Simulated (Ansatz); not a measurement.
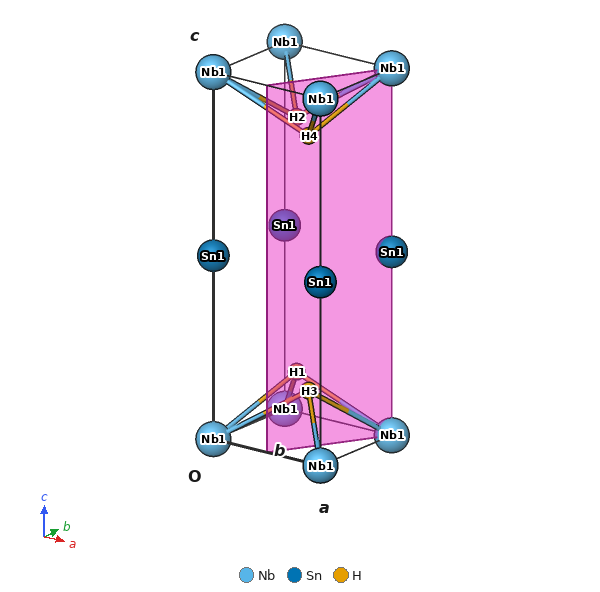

For NbSnH4, the geometry relaxed with DFT PBE, scalar-relativistic, plane waves, PAW in Ansatz 0.2.0; the starting structure was generated, so it need not be a known form of this composition: the shaded plane is a symmetry element of the crystal. Geometry calculated from the standardised cell; symmetry tolerance 0.002 Å.

a = 3.131 Å, b = 3.131 Å, c = 6.509 Å, α = 90.00°, β = 90.00°, γ = 120.00°.

```
atom       x       y       z
 Nb1  0.0000  0.0000  0.0000
 Sn1  0.0000  0.0000  0.5000
  H1  0.3333  0.6667  0.1529
  H2  0.3333  0.6667  0.8471
  H3  0.6667  0.3333  0.1529
  H4  0.6667  0.3333  0.8471
```

### Is it a mirror or a glide plane, and what is the operation?

It is a mirror plane, parallel to (2 −1 0), through (0.700, 0.400, 1/2): x, y, z → −x+y+1, y, z.

### Onto which atom does it carry each atom (up to whole multiples of a, b and c)?

Nb1 → Nb1, Sn1 → Sn1, H1 → H1, H2 → H2, H3 → H3, H4 → H4.
